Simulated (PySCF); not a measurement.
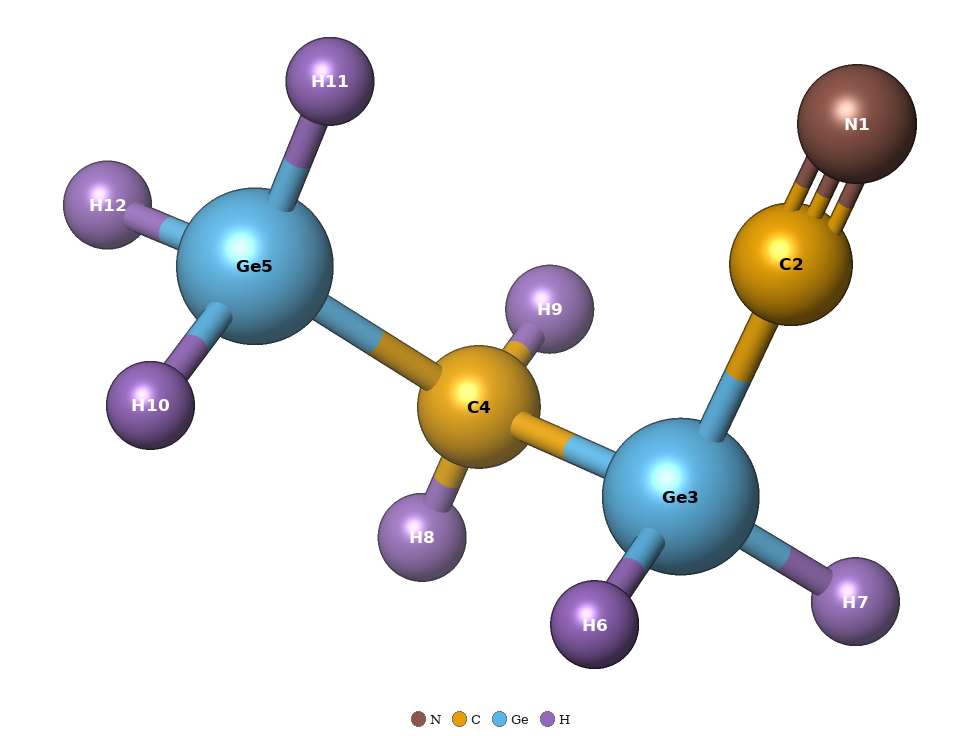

Computed geometry: PBE0-D3(BJ)/def2-SVP optimisation. No frequency run is at hand to confirm it as a minimum. Level of theory: delta-SCF UKS HF, pcX-2 on the ionised atom, pcseg-1 elsewhere, spin-free X2C (PySCF 2.14.0).

Give the core-electron binding energies (to vacuum) of N1 1s, C2 1s, C4 1s.

```csv
atom,level,binding energy (eV)
N1,1s,404.7
C2,1s,291.2
C4,1s,290.3
```
